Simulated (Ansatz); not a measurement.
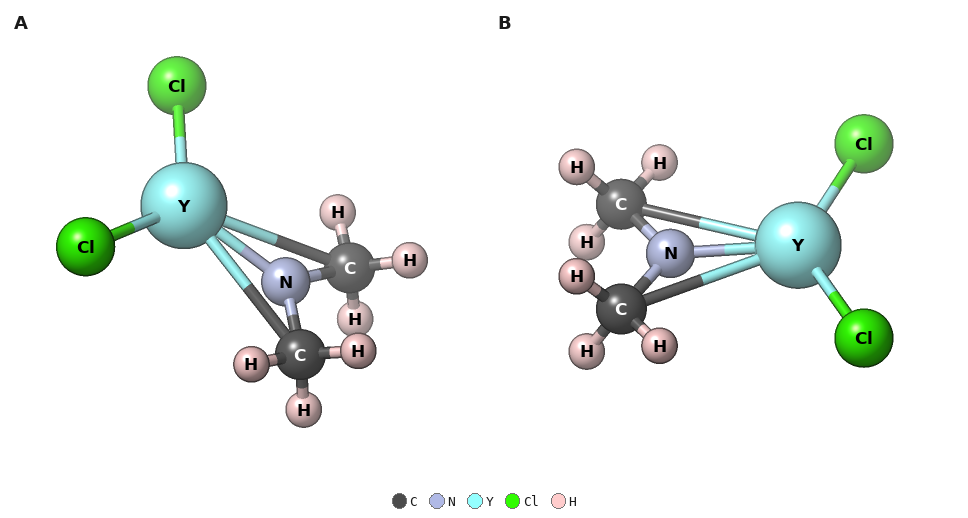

Depth is shown by fading: the farther an atom, the more it takes the colour of the background. The species is neutral and a spin singlet. Computed geometry: PBE0-D4/def2-TZVP optimisation.

How are A and B related: the same structure turned, mirror images, conformers, diastereomers or constitutional isomers?

They are the same structure, C2H6Cl2NY, seen from two directions. With point group Cs it is achiral, so its mirror image would be the same too.
